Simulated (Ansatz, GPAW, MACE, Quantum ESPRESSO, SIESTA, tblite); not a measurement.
**Running Nb(100)/C(110) interface (68 atoms) with GPAW**

Wanted: GPAW inputs and outputs for Nb(100)/C(110) interface (68 atoms), checked against a plane-wave reference.

Main program and level: GPAW 26.7.0; the method is named at each step.

### 1. The structure

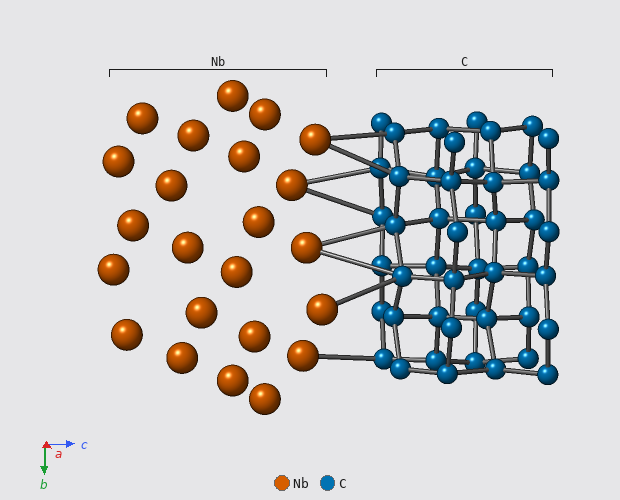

Start, viewed from the side, with the c axis across the page; niobium orange, carbon blue. Some periodic images of atoms are drawn too.

The cell holds 68 atoms: 20 Nb and 48 C. Its edges and angles: a = 7.134 Å, b = 7.567 Å, c = 22.999 Å, α = 90.0°, β = 90.0°, γ = 90.0°. Bcc Nb(100), 4 repeat layers, 5 surface cells, strained -3.32 and +2.54 %; diamond-structure C(110), 4 layers, 6 cells, -0.00 and -0.00 %; outer planes 2.25 Å apart, 12 Å of vacuum above; not relaxed, displaced by a Gaussian of 0.02 Å. Then every atom was moved at random, 0.05 Å r.m.s. a Cartesian component. Regions: Nb, 20 atoms (20 Nb); C, 48 atoms (48 C). Vacuum lies along c.

The yardstick, on the same geometry:

```
method                 : Kohn-Sham DFT, PBE, PAW, plane waves (Ansatz 0.2.0); cutoff 420 eV, Γ point, fermi-dirac smearing of 0.05 eV; PAW set soft_2
r.m.s. force component : 2.342 eV/Å
longest force          : 9.325 eV/Å
SCF cycles             : 15
time                   : 17 s on 4 threads of Arm Neoverse V1, shared host
CPU time               : 65 s
```

### 2. PBE, LCAO dzp, h 0.28 Å

Method: Kohn-Sham DFT, PBE, PAW, atomic orbitals (dzp).

run.py

```python
import numpy as np
from ase.io import read
from gpaw import GPAW, FermiDirac

atoms = read("structure.xyz")
atoms.calc = GPAW(
    mode="lcao",
    basis="dzp",
    h=0.28,
    xc="PBE",
    kpts={"size": (1, 1, 1), "gamma": True},
    occupations=FermiDirac(0.05),
    maxiter=200,
    symmetry={"point_group": False},
    txt="gpaw.txt",
)
energy = atoms.get_potential_energy(force_consistent=True)
forces = atoms.get_forces()
print(f"energy {energy:.6f} eV")
print("forces (eV/A)")
for i, (a, f) in enumerate(zip(atoms, forces)):
    print(f"{i:4d} {a.symbol:2s} {f[0]:10.5f} {f[1]:10.5f} {f[2]:10.5f}")
print(f"Fermi level {atoms.calc.get_fermi_level():.4f} eV")
for k in range(len(atoms.calc.get_ibz_k_points())):
    for s in range(atoms.calc.get_number_of_spins()):
        e = atoms.calc.get_eigenvalues(kpt=k, spin=s)
        n = np.searchsorted(e, atoms.calc.get_fermi_level())
        print(f"k {k} spin {s} levels about the Fermi level:", np.round(e[max(n - 6, 0):n], 4).tolist(), "|", np.round(e[n:n + 6], 4).tolist())
```

structure.xyz

```xyz
68
Lattice="7.13400 0.00000 0.00000 0.00000 7.56670 0.00000 0.00000 0.00000 22.99872" Properties=species:S:1:pos:R:3 pbc="T T T"
Nb 5.70556 3.02774 5.98404
Nb 4.99344 0.69954 7.68019
Nb 5.72482 2.96274 9.33472
Nb 3.60980 3.80499 10.87264
Nb 4.23531 6.03573 5.99485
Nb 3.62450 3.77382 7.69399
Nb 4.34425 6.10254 9.39199
Nb 2.08727 6.78309 10.95797
Nb 2.92080 1.51939 5.92953
Nb 2.12850 6.80995 7.72527
Nb 2.82242 1.41944 9.29654
Nb 0.77247 2.33576 10.81952
Nb 1.40811 4.49825 5.97875
Nb 0.71069 2.32585 7.61051
Nb 1.37558 4.58973 9.27147
Nb 6.30489 5.26362 10.96234
Nb 6.99467 0.09224 6.07833
Nb 6.48680 5.30585 7.71745
Nb 7.13229 0.00446 9.33196
Nb 4.98980 0.83582 10.93612
C 3.90251 5.62985 13.15826
C 1.18738 4.47078 13.17091
C 1.99559 4.43749 14.52438
C 2.98979 5.71399 14.47171
C 3.82489 5.71611 15.65431
C 1.20928 4.57188 15.74653
C 2.12536 4.46216 16.96064
C 3.00463 5.73397 16.88635
C 3.87169 0.75584 13.18310
C 1.34690 6.93768 13.21069
C 2.16674 6.92868 14.49793
C 2.98793 0.70385 14.48045
C 3.93968 0.72882 15.74607
C 1.17647 7.06949 15.66167
C 2.14412 6.89954 16.96593
C 2.94820 0.67139 16.98478
C 0.37625 5.73692 13.27302
C 4.81438 4.50022 13.28981
C 5.60775 4.54789 14.56417
C 6.50136 5.75985 14.39260
C 0.43874 5.75183 15.77850
C 4.66364 4.42879 15.75228
C 5.69843 4.45928 17.00019
C 6.56542 5.81841 16.97168
C 3.84252 3.20722 13.20793
C 1.21956 1.87019 13.12491
C 2.16817 2.05648 14.50552
C 2.99635 3.09826 14.49241
C 3.91999 3.11408 15.89258
C 1.16306 1.89697 15.66742
C 2.04018 1.97884 17.01537
C 2.97224 3.15819 17.02595
C 0.36897 0.73632 13.26198
C 4.80653 6.96114 13.23461
C 5.63893 7.03930 14.38524
C 6.60872 0.82477 14.46022
[... 8 atom lines left out ...]
C 0.35848 3.18089 15.77413
C 4.78092 2.02810 15.71825
C 5.70092 1.92028 17.08782
C 6.54644 3.22879 16.99076
```

Command:

```
$ OMP_NUM_THREADS=1 python run.py > output.txt
```

The program printed:

```text
energy -549.794878 eV
forces (eV/A)
   0 Nb   -0.28261   -0.18287   -0.66120
   1 Nb   -0.04238    0.43493   -0.35595
   2 Nb   -0.31156    0.27076   -0.77106
   3 Nb   -0.25295    1.00803    4.54242
   4 Nb   -0.24900   -0.03832   -0.09689
   5 Nb   -0.22364    0.30332   -1.07626
   6 Nb   -0.80621   -0.45684   -0.82252
   7 Nb    0.65189   -0.34386    4.13723
   8 Nb    0.01155    0.07919   -0.06342
   9 Nb    0.33112   -0.39184   -1.32523
  10 Nb    0.40332    0.75459   -0.54073
  11 Nb   -0.33955    0.09157    4.29588
  12 Nb    0.39179   -0.07558    0.22170
  13 Nb    0.39615   -0.50138   -0.39023
  14 Nb    0.73419   -0.49202    0.34652
  15 Nb    0.32108    0.22154    3.94618
  16 Nb   -0.20452    0.14156   -0.69457
  17 Nb   -0.68839    0.02905   -1.20807
  18 Nb    0.39993   -0.02912   -0.18339
  19 Nb   -0.19072   -1.02504    4.16299
  20 C     1.77957    3.29751    0.24146
  21 C    -1.78879   -0.60192    1.45741
  22 C     6.22867    0.51756   -2.98283
  23 C    -1.79336   -1.46823   -2.12413
[...]
60 C    -0.33585   -0.49560   -0.92798
  61 C    -0.91984    4.19268   -0.71266
  62 C     0.53631    3.83766   -0.34871
  63 C    -2.44582    1.23777   -2.29755
  64 C    -1.19245    1.45779    1.02624
  65 C     1.49064   -5.52286    2.45118
  66 C     3.69042    1.76858   -2.16462
  67 C    -3.73046   -0.35764   -0.54027
Fermi level 3.8811 eV
k 0 spin 0 levels about the Fermi level: [3.6595, 3.6938, 3.7009, 3.746, 3.7814, 3.8343] | [3.8825, 3.8878, 3.9181, 3.9618, 4.0291, 4.0749]
```

gpaw.txt:

```text
Input parameters:
  mode=LCAO(),
  basis={'default': 'dzp'},
  h=0.28,
  kpts=MonkhorstPack(size=(1, 1, 1), gamma=True),
  maxiter=200,
  occupations=Occupations(name='fermi-dirac', width=0.05, fixmagmom=False),
  symmetry=Symmetry(point_group=False),
  xc=XC(name='PBE')
Unit cell  # Å
| periodic |        x |        y |         z |   lengths |    angles |
|----------|----------|----------|-----------|-----------|-----------|
|      yes | 7.134000 | 0.000000 |  0.000000 |  7.134000 | 90.000000 |
|      yes | 0.000000 | 7.566700 |  0.000000 |  7.566700 | 90.000000 |
|      yes | 0.000000 | 0.000000 | 22.998720 | 22.998720 | 90.000000 |
Number of symmetries: 1
Symmetry operations  # r_c * U_cc + t_c -> r_c
|   | kind |            matrix            |
|---|------|------------------------------|
| 0 |  E   |  1, 0, 0,  0, 1, 0,  0, 0, 1 |
BZ-sampling:
  Number of BZ points: 1
  Number of IBZ points: 1
  Monkhorst-Pack size: [1, 1, 1]
  Monkhorst-Pack shift: [0, 0, 0]
[... lines left out ...]
  Fermi-Dirac:
[... lines left out ...]
xc functional:
  name: PBE with 2 nearest neighbor stencil
interpolation: tri-quintic # 5. degree polynomial
Initialization done in: 10.531 s
convergence criteria:
- Maximum [total energy] change in last 3 cyles: 0.0005 eV / valence electron
- Maximum integral of absolute [dens]ity change: 0.0001 electrons / valence electron
- Maximum integral of absolute [eigenst]ate change: 4e-08 eV^2 / valence electron
maximum number of iterations: 200
SCF iterations
|iter     |      energy | eigst |  dens |
|---------|-------------|-------|-------|
|iter:   1|-1165.464018 |      c|       |
|iter:   2|-3430.750555 |      c| -0.38 |
|iter:   3| -936.744562 |      c| -0.23 |
|iter:   4| -647.400565 |      c| -0.56 |
|iter:   5| -604.333161 |      c| -0.80 |
[...]
|iter:  15| -549.803601 |      c| -1.80 |
|iter:  16| -549.705246 |      c| -1.94 |
|iter:  17| -549.725142c|      c| -2.06 |
|iter:  18| -549.774244c|      c| -2.14 |
|iter:  19| -549.709625c|      c| -2.06 |
[...]
|iter:  28| -549.571992c|      c| -3.74 |
|iter:  29| -549.571603c|      c| -3.72 |
|iter:  30| -549.571796c|      c| -4.03c|
Converged in 30 steps
SCF loop duration: 349.431 s (11.648 s/step)
Energy contributions relative to reference atoms: (reference = -2127449.105325)
Energy contributions:
  Kinetic:         215.692890
  Coulomb:        -303.467540
  Zero:             26.142611
  External:          0.000000
  Xc:             -487.716675
  Entropy:          -0.446164
  Spinorbit:         0.000000
  ----------------------------
  Free energy:    -549.794878
  Extrapolated:   -549.571796
dipole moment: (32.830846, -39.763788, -1.367695)  # |e|*Ang
Fermi level: 3.881
Eigenvalues  # (at kpt = [0.000, 0.000, 0.000])
| band index |      eig [eV] | occ [0-2] |
|------------|---------------|-----------|
|          0 |       -51.423 |     2.000 |
|        ... |               |           |
|        217 |         3.603 |     1.992 |
|        218 |         3.633 |     1.986 |
[...]
|        232 |         4.134 |     0.013 |
|        ... |               |           |
|        275 |         7.260 |     0.000 |
Gap: 0.048 eV
Transition (v -> c):
  (s=0, k=0, n=224, [0.00, 0.00, 0.00]) -> (s=0, k=0, n=225, [0.00, 0.00, 0.00])
No difference between direct/indirect transitions
Force computation time: 29.643  # s
timing:  # [seconds]
  Total:  389.633  # ━━━━━━━━━━━━━━━━━━━━━━━━━━━━━━━━━━━━━━━━━━━━━━━━━━━━━━━━
  Init:    10.530  # ━╸
  SCF:    349.431  # ━━━━━━━━━━━━━━━━━━━━━━━━━━━━━━━━━━━━━━━━━━━━━━━━━━
  Forces:  29.643  # ━━━━╸
```

The job ended after 6.5 min (1 thread of Arm Neoverse V1, shared host; peak memory 0.69 GiB).

Banners, paths, timers and routine set-up lines are dropped from the logs unmarked, and long logs keep their key lines alone; longer cuts are marked.

Against the reference:

```yaml
r_m_s_force_component: 2.414 eV/Å
r_m_s_difference_of_force_components: 270.3 meV/Å
longest_difference_of_force_vectors: 1248 meV/Å
force_difference_over_r_m_s_force: 11.54 %
slope_of_forces_against_the_reference_s: 1.025
correlation_of_force_components: 0.994
```

This is a coarse setting, run to see what it loses.

Length of the force difference by element (eV/Å):

| element | atoms | mean | most |
| --- | --- | --- | --- |
| C | 48 | 0.49 | 1.2 |
| Nb | 20 | 0.10 | 0.20 |

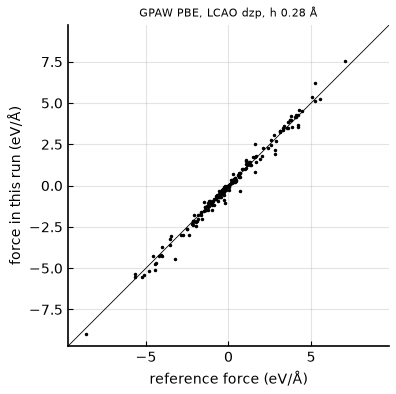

Force components against those of the reference; the line marks equality.

Local excerpt of 9 atoms (numbers count through the whole input) about C31, picked at random; x, y, z are measured from there.

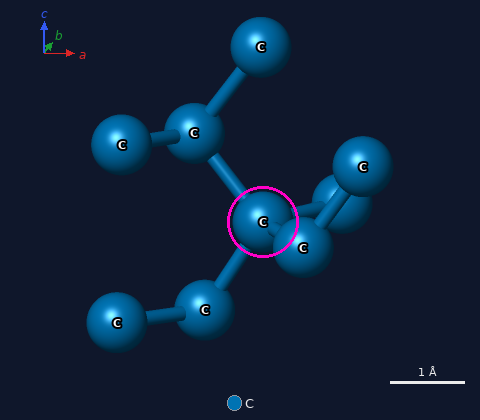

The atoms of the table, within 2.5 Å (arrows a, b, c point along x, y, z); some may hide others; the central atom is ringed.

| atom | x | y | z | distance (Å) | Fx | Fy | Fz (eV/Å) |
| --- | --- | --- | --- | --- | --- | --- | --- |
| C31 | 0.00 | 0.00 | 0.00 | 0.00 | -1.05 | 3.99 | -1.69 |
| C24 | 0.82 | -1.21 | -0.03 | 1.47 | -1.79 | -1.47 | -2.12 |
| C30 | -0.82 | 0.01 | -1.29 | 1.53 | -4.28 | 1.31 | -0.96 |
| C34 | -0.99 | 0.14 | 1.16 | 1.53 | 2.75 | -4.22 | 2.28 |
| C32 | 0.82 | 1.34 | -0.02 | 1.57 | 0.48 | -0.35 | -0.93 |
| C25 | 1.66 | -1.21 | 1.16 | 2.36 | 4.57 | -0.35 | 3.48 |
| C41 | -1.73 | -1.18 | 1.28 | 2.45 | -5.09 | 3.38 | 0.78 |
| C35 | -0.02 | -0.03 | 2.47 | 2.47 | 3.53 | 3.26 | -0.26 |
| C37 | -1.79 | -1.19 | -1.22 | 2.48 | 0.83 | -0.27 | -2.01 |

Atoms are counted from 1 here, from 0 in the log.

Forces lie 12 % from the reference's, at 6.0 times its CPU time (on 1 against 4 cores).

The difference per atom is largest on C (0.49 eV/Å on average, against 0.10 on Nb). The forces add up to 4.7 eV/Å instead of zero, usually a sign of too coarse a grid.

### 3. PBE, grid h 0.24 Å

Method: Kohn-Sham DFT, PBE, PAW, finite differences on a real-space grid.

run.py: that of step 2 with these lines changed.

```diff
@@ -3,2 +3,3 @@
 from gpaw import GPAW, FermiDirac
+from ase.parallel import parprint as print
 
@@ -6,5 +7,4 @@
 atoms.calc = GPAW(
-    mode="lcao",
-    basis="dzp",
-    h=0.28,
+    mode="fd",
+    h=0.24,
     xc="PBE",
@@ -14,2 +14,3 @@
     symmetry={"point_group": False},
+    nbands=269,
     txt="gpaw.txt",
```

structure.xyz is that of step 2.

Command:

```
$ OMP_NUM_THREADS=1 mpirun -np 2 gpaw python run.py > output.txt
```

The program printed:

```text
energy -583.176278 eV
forces (eV/A)
   0 Nb   -0.28814   -0.20793   -0.49507
   1 Nb    0.09691    0.39324   -0.39452
   2 Nb   -0.29428    0.26532   -0.74185
   3 Nb   -0.16635    1.00102    4.42759
   4 Nb   -0.23749   -0.02842    0.05746
   5 Nb   -0.21250    0.29908   -1.13250
   6 Nb   -0.72030   -0.43594   -0.76433
   7 Nb    0.64238   -0.33104    3.97383
   8 Nb    0.03024    0.10955    0.08679
   9 Nb    0.32101   -0.38834   -1.24143
  10 Nb    0.37473    0.68844   -0.52593
  11 Nb   -0.35019    0.09273    4.14619
  12 Nb    0.38096   -0.07419    0.38906
  13 Nb    0.37477   -0.46563   -0.40168
  14 Nb    0.65815   -0.45993    0.28753
  15 Nb    0.22379    0.23793    3.73381
  16 Nb   -0.28801    0.14588   -0.51919
  17 Nb   -0.56296    0.04138   -1.16376
  18 Nb    0.40247   -0.06422   -0.25494
  19 Nb   -0.24740   -0.98822    4.13224
  20 C     0.48095    3.65122    0.70452
  21 C    -0.65989   -0.39117    1.73021
  22 C     6.66785    1.32058   -2.28304
  23 C    -0.15050   -1.79028   -2.27944
[...]
60 C     1.46630   -0.00793   -1.01527
  61 C    -0.02071    4.38388   -0.99159
  62 C    -0.92786    3.17086   -0.64174
  63 C    -1.14830    1.41711   -1.52216
  64 C    -1.99101    1.12969    1.41248
  65 C     2.79073   -4.99923    2.96362
  66 C     2.95498    1.22299   -2.67559
  67 C    -2.42653    0.26695   -0.37626
Fermi level 3.7959 eV
k 0 spin 0 levels about the Fermi level: [3.5762, 3.604, 3.6078, 3.6684, 3.6964, 3.7448] | [3.7969, 3.8034, 3.8344, 3.8771, 3.9481, 3.992]
```

gpaw.txt:

```text
Input parameters:
  mode=FD(),
  h=0.24,
  kpts=MonkhorstPack(size=(1, 1, 1), gamma=True),
  maxiter=200,
  nbands=269,
  occupations=Occupations(name='fermi-dirac', width=0.05, fixmagmom=False),
  symmetry=Symmetry(point_group=False),
  xc=XC(name='PBE')
Diagonalizing LCAO Hamiltonian
Converting LCAO to fd mode
      .-----------------.
     /|                 |
    / |                 |
[... lines left out ...]
  Converge bands: occupied
[... lines left out ...]
  Fermi-Dirac:
[... lines left out ...]
convergence criteria:
- Maximum [total energy] change in last 3 cyles: 0.0005 eV / valence electron
[... lines left out ...]
Converged in 35 steps
[... lines left out ...]
  Coulomb:        -337.610051
  Zero:             15.548229
  External:          0.000000
  Xc:             -498.194970
  Entropy:          -0.442310
  Spinorbit:         0.000000
  ----------------------------
  Free energy:    -583.176278
  Extrapolated:   -582.955124
dipole moment: (32.858435, -39.844852, -1.633015)  # |e|*Ang
Fermi level: 3.796
Eigenvalues  # (at kpt = [0.000, 0.000, 0.000])
| band index |      eig [eV] | occ [0-2] |
|------------|---------------|-----------|
|          0 |       -51.416 |     2.000 |
|        ... |               |           |
|        217 |         3.515 |     1.993 |
|        218 |         3.536 |     1.989 |
[...]
|        232 |         4.050 |     0.012 |
|        ... |               |           |
|        268 |         6.791 |     0.000 |
Gap: 0.052 eV
Transition (v -> c):
  (s=0, k=0, n=224, [0.00, 0.00, 0.00]) -> (s=0, k=0, n=225, [0.00, 0.00, 0.00])
No difference between direct/indirect transitions
Force computation time: 5.022  # s
```

Wall time 4.6 min (2 MPI ranks); peak memory 1.4 GiB; 9.2 min of CPU time.

Compared with the plane-wave run:

```
r.m.s. force component                  : 2.252 eV/Å
r.m.s. difference of force components   : 672.6 meV/Å
longest difference of force vectors     : 1953 meV/Å
force difference over r.m.s. force      : 28.72 %
slope of forces against the reference's : 0.9212
correlation of force components         : 0.9584
```

This is a coarse setting, run to see what it loses.

Against the first run (12 %), the force difference from the reference is 29 %, at 1.4 times the CPU time (on 2 against 1 cores).

The difference per atom is largest on C (1.3 eV/Å on average, against 0.035 on Nb). The forces add up to 17 eV/Å instead of zero, usually a sign of too coarse a grid.

### 4. All runs compared

Differences are against the plane-wave reference, forces as r.m.s. over components; share is that over the reference's r.m.s. force, slope the least-squares factor from reference forces to these. Total energies of different programs have different zeros and aren't compared.

| run | Δ force, r.m.s. (meV/Å) | share (%) | slope | cores | CPU time | memory (GiB) |
| --- | --- | --- | --- | --- | --- | --- |
| reference | - | - | - | 4 | 65 s | 1.4 |
| GPAW PBE, LCAO dzp, h 0.28 Å (coarse) | 270 | 11.5 | 1.025 | 1 | 6.5 min | 0.69 |
| GPAW PBE, grid h 0.24 Å (coarse) | 673 | 28.7 | 0.921 | 2 | 9.2 min | 1.4 |

Rows marked coarse were listed beforehand as settings not expected to be converged; some can still land near the reference.

CPU time is summed over cores on a shared host, where runs went side by side, so it is rough. Symmetry, cutoffs, thresholds, outputs and thread counts weren't matched or tuned between programs; memory under MPI is the largest rank's times the ranks.

Further runs of this program without a result: GPAW PBE, LCAO dzp, h 0.2 Å (cut off at its time limit); GPAW PBE, LCAO szp(dzp), h 0.2 Å (cut off at its time limit); GPAW PBE, LCAO dzp, h 0.2 Å, other mixer settings (cut off at its time limit).

### 5. Results

```yaml
nearest_in_forces: GPAW PBE, LCAO dzp, h 0.28 Å (coarse), 12 %
its_cpu_time: 6.5 min
```

What this shows: Runs with settings chosen to be coarse differ by 12 % (GPAW PBE, LCAO dzp, h 0.28 Å) to 29 % (GPAW PBE, grid h 0.24 Å), their programs' other errors included. None of the electronic-structure runs in the table takes under half the reference's CPU time of 65 s; they take 6.0 to 8.5 times as much. The host structure and its lattice constant were typed by rule, without a check against the phase diagram. The electronic-structure runs sample only Γ, in a cell whose shortest periodic width is 7 Å, which is coarse for a cell with partly filled levels.

[Also dropped from logs without a mark: logging warnings of Python, and SIESTA's first energy breakdown and zero terms.]

[Logs are printed without paths, hosts, clocks, repeated set-up lines and the standing remarks that a program may print on its own settings, such as how far it seeks lower states.]

[Hosts, paths, dates, database ids (printed as entryN), source tags and the programs' standing remarks are cut or masked in the printed files.]
